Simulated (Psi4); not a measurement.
**GaHCl2 (SMILES [Cl][GaH][Cl]): MP3/cc-pVDZ**

What is the vertical singlet–triplet gap of GaHCl2 at MP3/cc-pVDZ? Input form: a QCSchema input.

Program for the calculation: Psi4 1.11.

5 further runs of the same task are left out: 2 that didn't finish, 3 set aside as unsound or not needed.

## 1. The molecule

GaHCl2 has 4 atoms, charge 0, and is taken as a singlet. As SMILES, `[Cl][GaH][Cl]`. Geometry: relaxed at PBE0-D4/def2-TZVP.

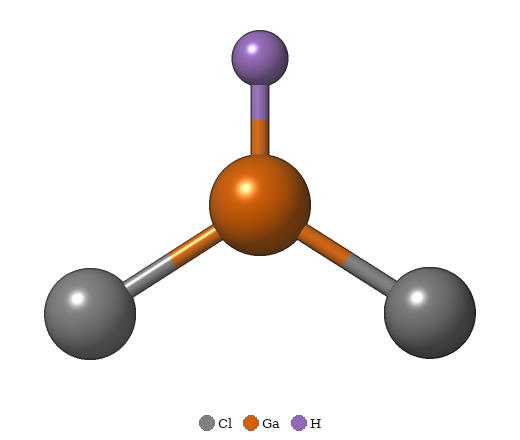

The structure, seen from a chosen angle (chlorine grey, gallium orange, hydrogen purple).

## 2. A single-point energy at MP3/cc-pVDZ

Input file job.json:

```json
{
  "schema_name": "qcschema_input",
  "schema_version": 1,
  "molecule": {
    "schema_name": "qcschema_molecule",
    "schema_version": 2,
    "symbols": ["Cl", "Ga", "Cl", "H"],
    "geometry": [-3.66814738, -0.18746083, -1.0646717, 0.19709843, 0.27193159, -0.05555795, 1.94830763, -2.9855783, 1.52274131, 1.62762111, 2.78715706, -0.4408731],
    "molecular_charge": 0,
    "molecular_multiplicity": 1,
    "fix_symmetry": "c1",
    "fix_com": true,
    "fix_orientation": true
  },
  "driver": "energy",
  "model": {
    "method": "mp3",
    "basis": "cc-pVDZ"
  },
  "keywords": {
    "puream": true,
    "e_convergence": 1e-09,
    "d_convergence": 1e-08,
    "scf_type": "pk",
    "num_frozen_docc": 19,
    "mp_type": "conv"
  }
}
```

Run with:

```
$ psi4 --qcschema job.json -n 1 --memory 1600MB
```

stdout:

```text
[...]
  Running in c1 symmetry.
[...]
  Nuclear repulsion =  320.883756725071351
[...]
  Multiplicity = 1
[...]
  Nalpha       = 33
  Nbeta        = 33
[...]
    Number of basis functions: 68
[...]
   @RHF iter   1: -2842.33126492346400   -4.01817e+00   1.48449e-02 ADIIS/DIIS
[...]
   @RHF iter  11: -2842.92158741390858    4.54747e-13   3.27116e-09 DIIS
[...]
    Orbital Energies [Eh]
    ---------------------
    Doubly Occupied:
       1A   -378.949909     2A   -104.827590     3A   -104.827586
       4A    -48.294493     5A    -42.624938     6A    -42.622508
       7A    -42.621785     8A    -10.555355     9A    -10.555347
      10A     -8.022284    11A     -8.022280    12A     -8.020051
      13A     -8.020046    14A     -8.019798    15A     -8.019794
      16A     -6.497675    17A     -4.592076    18A     -4.588820
      19A     -4.586354    20A     -1.299429    21A     -1.295610
      22A     -1.294395    23A     -1.290557    24A     -1.290139
      25A     -1.089640    26A     -1.071518    27A     -0.626698
      28A     -0.518366    29A     -0.514567    30A     -0.484105
      31A     -0.464458    32A     -0.456430    33A     -0.455194
[...]
  @RHF Final Energy: -2842.92158741390858
   => Energetics <=
    Nuclear Repulsion Energy =            320.8837567250713505
    One-Electron Energy =               -4594.7710976280204704
    Two-Electron Energy =                1430.9657534890404804
    Total Energy =                      -2842.9215874139090374
[...]
 Multipole Moments:
 ------------------------------------------------------------------------------------
     Multipole            Electronic (a.u.)      Nuclear  (a.u.)        Total (a.u.)
 ------------------------------------------------------------------------------------
 L = 1.  Multiply by 2.5417464519 to convert [e a0] to [Debye]
 Dipole X            :         21.8907274          -21.4996033            0.3911240
 Dipole Y            :         43.4122146          -42.7246289            0.6875858
 Dipole Z            :         -5.7292558            5.6240138           -0.1052419
 Magnitude           :                                                    0.7980151
[...]
	SCS-MP2 Total Energy (a.u.)        : -2843.25648715602529
	SOS-MP2 Total Energy (a.u.)        : -2843.25118882184734
[...]
	SOS-PI-MP2 Total Energy (a.u.)     : -2843.27654277630427
[...]
	MP2 Total Energy (a.u.)            : -2843.26708382438255
[...]
	SCS-MP3 Total Energy (a.u.)        : -2843.26375526514221
[...]
	MP3 Total Energy (a.u.)            : -2843.29615626085069
[...]
```

The result, in JSON:

```text
{
 "driver": "energy",
 "model": {
  "method": "mp3",
  "basis": "cc-pVDZ"
 },
 "success": true,
 "return_result": -2843.2961562608507,
 "properties": {
  "calcinfo_nbasis": 68,
  "calcinfo_nmo": 68,
  "calcinfo_nalpha": 33,
  "calcinfo_nbeta": 33,
  "calcinfo_natom": 4,
  "nuclear_repulsion_energy": 320.88375672507135,
  "return_energy": -2843.2961562608507,
  "scf_one_electron_energy": -4594.7710976280205,
  "scf_two_electron_energy": 1430.9657534890405,
  "scf_dipole_moment": [0.3911240423664495, 0.6875857822623601, -0.10524194619237814],
  "scf_total_energy": -2842.9215874139086,
  "scf_iterations": 11,
  "mp2_same_spin_correlation_energy": -0.09195686590583516,
  "mp2_opposite_spin_correlation_energy": -0.25353954456821437,
  "mp2_singles_energy": 0.0,
  "mp2_doubles_energy": -0.34549641047404955,
  "mp2_correlation_energy": -0.3454964104739702,
  "mp2_total_energy": -2843.2670838243826
 }
}
```

Wall time 83 s (1 thread of Intel Xeon Platinum 8259CL at 2.50GHz (Skylake/Cascade Lake), shared host); peak memory 0.45 GiB.

## 3. The triplet at the same level

Changes to job.json since step 2:

```diff
@@ -9,3 +9,3 @@
     "molecular_charge": 0,
-    "molecular_multiplicity": 1,
+    "molecular_multiplicity": 3,
     "fix_symmetry": "c1",
@@ -20,2 +20,3 @@
   "keywords": {
+    "reference": "uhf",
     "puream": true,
@@ -25,2 +26,3 @@
     "num_frozen_docc": 19,
+    "maxiter": 200,
     "mp_type": "conv"
```

Run with:

```
$ psi4 --qcschema job.json -n 1 --memory 1600MB
```

stdout:

```text
[...]
  Running in c1 symmetry.
[...]
  Nuclear repulsion =  320.883756725071351
[...]
  Multiplicity = 3
[...]
  Nalpha       = 34
  Nbeta        = 32
[...]
    Number of basis functions: 68
[...]
   @UHF iter   1: -2841.88294668378512   -3.56985e+00   1.62312e-02 DIIS/ADIIS
[...]
   @UHF iter  22: -2842.67186413686613   -1.27329e-11   9.43564e-09 DIIS
[...]
   @S^2 Observed:                2.068216097E+00
[...]
    Orbital Energies [Eh]
    ---------------------
    Alpha Occupied:
       1A   -378.899524     2A   -104.910531     3A   -104.910520
       4A    -48.245793     5A    -42.576396     6A    -42.574301
       7A    -42.573025     8A    -10.636942     9A    -10.636928
      10A     -8.114648    11A     -8.114636    12A     -8.099651
      13A     -8.099640    14A     -8.099192    15A     -8.099180
      16A     -6.449446    17A     -4.543204    18A     -4.541353
      19A     -4.538767    20A     -1.261417    21A     -1.256146
      22A     -1.243274    23A     -1.240311    24A     -1.237705
      25A     -1.169671    26A     -1.153176    27A     -0.669581
      28A     -0.584965    29A     -0.575639    30A     -0.563910
      31A     -0.552534    32A     -0.537119    33A     -0.457658
      34A     -0.188085
[...]
  @UHF Final Energy: -2842.67186413686613
   => Energetics <=
    Nuclear Repulsion Energy =            320.8837567250713505
    One-Electron Energy =               -4593.7362552538943419
    Two-Electron Energy =                1430.1806343919570281
    Total Energy =                      -2842.6718641368661338
  UHF NO Occupations:
  HONO-2 :   32  A 1.9785620
  HONO-1 :   33  A 1.0000000
[...]
 Multipole Moments:
 ------------------------------------------------------------------------------------
     Multipole            Electronic (a.u.)      Nuclear  (a.u.)        Total (a.u.)
 ------------------------------------------------------------------------------------
 L = 1.  Multiply by 2.5417464519 to convert [e a0] to [Debye]
 Dipole X            :         21.2482207          -21.4996033           -0.2513826
 Dipole Y            :         42.2820599          -42.7246289           -0.4425690
 Dipole Z            :         -5.5566338            5.6240138            0.0673801
 Magnitude           :                                                    0.5134205
[...]
	SCS-MP2 Total Energy (a.u.)        : -2843.00608656659415
	SOS-MP2 Total Energy (a.u.)        : -2842.99972187967387
[...]
	SOS-PI-MP2 Total Energy (a.u.)     : -2843.02494170604405
[...]
	MP2 Total Energy (a.u.)            : -2843.01881594043516
[...]
	SCS-MP3 Total Energy (a.u.)        : -2843.01420398604523
[...]
	MP3 Total Energy (a.u.)            : -2843.05128561823994
[...]
```

The result, in JSON:

```text
{
 "driver": "energy",
 "model": {
  "method": "mp3",
  "basis": "cc-pVDZ"
 },
 "success": true,
 "return_result": -2843.05128561824,
 "properties": {
  "calcinfo_nbasis": 68,
  "calcinfo_nmo": 68,
  "calcinfo_nalpha": 34,
  "calcinfo_nbeta": 32,
  "calcinfo_natom": 4,
  "nuclear_repulsion_energy": 320.88375672507135,
  "return_energy": -2843.05128561824,
  "scf_one_electron_energy": -4593.736255253894,
  "scf_two_electron_energy": 1430.180634391957,
  "scf_dipole_moment": [-0.25138260977310267, -0.44256899666439153, 0.06738005791373869],
  "scf_total_energy": -2842.671864136866,
  "scf_iterations": 22,
  "mp2_same_spin_correlation_energy": -0.09475353987054962,
  "mp2_opposite_spin_correlation_energy": -0.2521982636983707,
  "mp2_singles_energy": 0.0,
  "mp2_doubles_energy": -0.3469518035689203,
  "mp2_correlation_energy": -0.3469518035690271,
  "mp2_total_energy": -2843.018815940435
 }
}
```

Wall time 89 s (1 thread of Intel Xeon Platinum 8259CL at 2.50GHz (Skylake/Cascade Lake), shared host); peak memory 0.45 GiB.

## 4. Results

Level: MP3/cc-pVDZ, 19 core orbitals frozen.

| quantity | value |
| --- | --- |
| singlet: total energy | -2843.29616 Eh |
| singlet: HOMO energy (Hartree–Fock orbitals) | -12.39 eV |
| singlet: LUMO energy (Hartree–Fock orbitals) | 1.15 eV |
| singlet: HOMO–LUMO gap (Hartree–Fock orbitals) | 13.54 eV |
| singlet: correlation energy (19 core orbitals frozen) | -374.6 mEh |
| triplet: total energy | -2843.05129 Eh |
| triplet: HOMO energy (Hartree–Fock orbitals) (highest over α and β) | -5.12 eV |
| triplet: LUMO energy (Hartree–Fock orbitals) (lowest over α and β) | -5.00 eV |
| triplet: correlation energy (19 core orbitals frozen) | -379.4 mEh |
| triplet: ⟨S²⟩ of the reference determinant | 2.068 |
| vertical energy of the triplet above the singlet | 6.663 eV |

At this shape the triplet lies 6.66 eV (643 kJ/mol) above the singlet.
